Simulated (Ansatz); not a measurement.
**CHBGe: density, localisation and related maps**

Input file:

```
crystal:
  periodic: [false, false, false]
  atoms:
    - {symbol: C, position_ang: [0.000000, 0.000000, -0.539343]}
    - {symbol: B, position_ang: [0.000000, 0.000000, 0.831624]}
    - {symbol: Ge, position_ang: [0.000000, 0.000000, -2.307556]}
    - {symbol: H, position_ang: [0.000000, 0.000000, 2.015274]}
basis:
  gaussian: {orbitals: def2-TZVPD}
hamiltonian: {xc: {name: PBE0}}
output: {forces: true, orbitals: {seedname: orbitals}}
```

Command:

```sh
ansatz run input.yaml --threads 1 --pin off --max-ram 2610MiB --events-out events.jsonl --progress --plain --runs-dir runs
```

Geometry: B3LYP-D3(BJ)/def2-SVP.

All numbers below come from isolated molecule in a Gaussian basis; Kohn-Sham density functional theory, functional PBE0 (Ansatz 0.2.0).

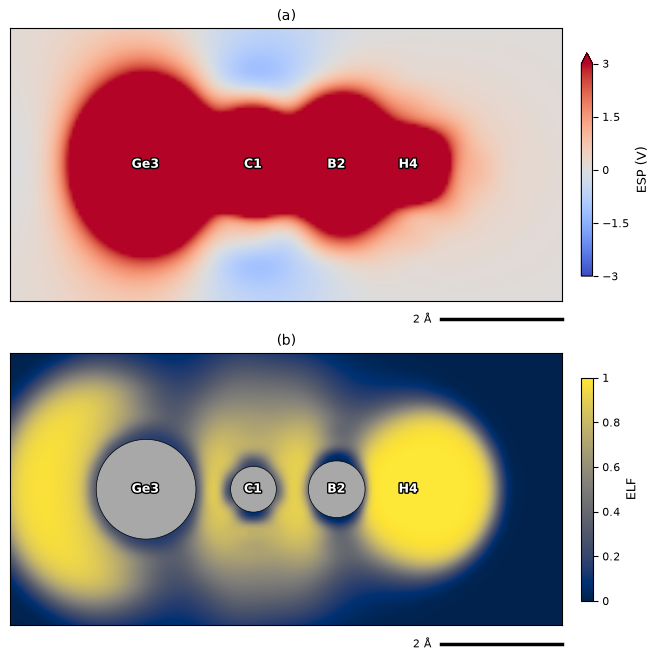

Figure 1. (a) electrostatic potential; (b) ELF on a plane that holds the molecular axis. Grey discs cover the atomic cores in the ELF map.

Describe what can be read from this map.

The section cuts through C, B, Ge and H sites. C–B (1.37 Å): the ELF peaks at about 0.90 between the atoms; localised, covalent bonding. C–Ge (1.77 Å): the ELF peaks at about 0.90 in the valence shell of C, 0.6 Å from its nucleus, and is about 0.50 at the midpoint. B–H (1.18 Å): the ELF climbs to about 1 towards the hydrogen, as it does in any bond to H; a covalent bond by its length. Outside the dense part of the molecule the potential is most negative (−1.2 V) near C1.

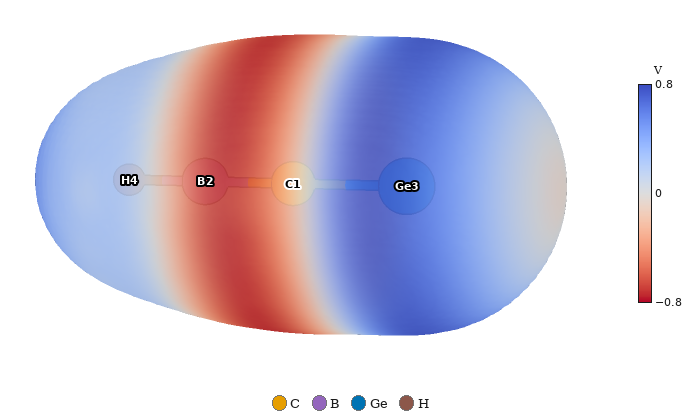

Figure 2. The electrostatic potential painted on the density surface at 0.001 e/bohr³, seen at a tilt; red is negative and blue positive.

Where is the surface potential most negative and most positive?

The most negative region (about −0.7 V, or −16 kcal/mol for a unit charge) lies over C1, the most positive (about +0.7 V, or +16 kcal/mol for a unit charge) over Ge3.

How polar is the molecule by this calculation?

Its dipole moment is 0.38 D.

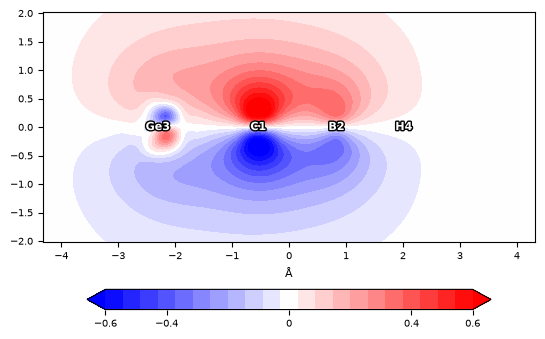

Figure 3. The HOMO on a plane that holds the molecular axis (values in Å⁻³ᐟ²; the overall sign is arbitrary).

Where does this orbital lie, and at what energy?

By Hirshfeld shares it lies mainly on C1 (about 50 %), Ge3 (about 25 %) and B2 (about 25 %). It is one of a degenerate set, so its orientation is arbitrary. Its energy is −7.13 eV.
